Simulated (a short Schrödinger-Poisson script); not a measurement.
System: symmetric double-gate stack, HfO2 on p-type GaN, at 300 K.

| layer | material | thickness (nm) | Na (cm⁻³) |
|---|---|---|---|
| 1 | HfO2 | 5.9 | - |
| 2 | GaN | 8 | 6e17 |
| 3 | HfO2 | 5.9 | - |

The device is made up for the run: typed textbook-type constants, with dimensions and the other settings drawn at random. HfO2: permittivity 22, conduction-band edge (eV) 1.6, gap (eV) 5.7, electron mass (mₑ) 0.2. GaN: permittivity 9.5, conduction-band edge (eV) 0, gap (eV) 3.43, Nv at 300 K (cm⁻³) 4.6e19.

Channel valleys (confinement mass, in-plane density-of-states mass, number): Γ 0.2, 0.2, 1. At the gates, both at one voltage, the conduction-band edge of layer 1 lies 1.98 eV − eVg above the Fermi level of the channel. Gaps are held at their typed values at every temperature. Mesh 0.03 nm at interfaces.

Solved with a short Schrödinger-Poisson script written for these runs: 1D Poisson equation in equilibrium, electrons quantum, Hartree plus LDA exchange-correlation (BenDaniel-Duke, 12 states a valley, the channel's in-plane mass for all, wave functions ending at the dielectric), parabolic valleys, classical holes, full ionisation, no traps, pinning or gate leakage.

Only gate voltages with over 1e8 electrons/cm² are shown.

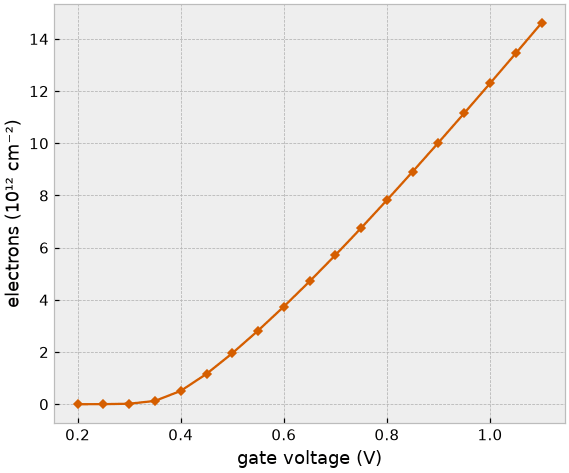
Figure: Sheet density against gate voltage

```csv
Vg (V),electrons (cm⁻²),C (μF/cm²),Γ E0 (meV),Γ E1 (meV)
0.2,3.44e8,< 0.003,227.0,314.0
0.25,2.52e9,0.0165,175.5,262.6
0.3,1.89e10,0.124,123.3,210.7
0.35,1.27e11,0.711,73.4,160.9
0.4,5.11e11,1.75,35.3,121.6
0.45,1.16e12,2.37,10.4,94.2
0.5,1.95e12,2.68,-7.4,73.2
0.55,2.82e12,2.87,-21.6,55.5
0.6,3.74e12,3.03,-33.5,39.9
0.65,4.71e12,3.16,-43.9,26.0
0.7,5.71e12,3.28,-53.1,13.3
0.75,6.75e12,3.38,-61.4,1.7
0.8,7.82e12,3.47,-69.0,-9.0
0.85,8.92e12,3.54,-76.1,-19.0
0.9,1.00e13,3.59,-82.8,-28.6
0.95,1.12e13,3.64,-89.3,-37.7
1,1.23e13,3.68,-95.6,-46.5
1.05,1.34e13,3.71,-101.8,-55.1
1.1,1.46e13,3.74,-108.0,-63.5
```

Subbands count from the Fermi level. The capacitance is that of both gates.

In real p-type GaN the Mg acceptor is only partly ionised, and so wide a gap doesn't supply an inversion layer without source and drain.
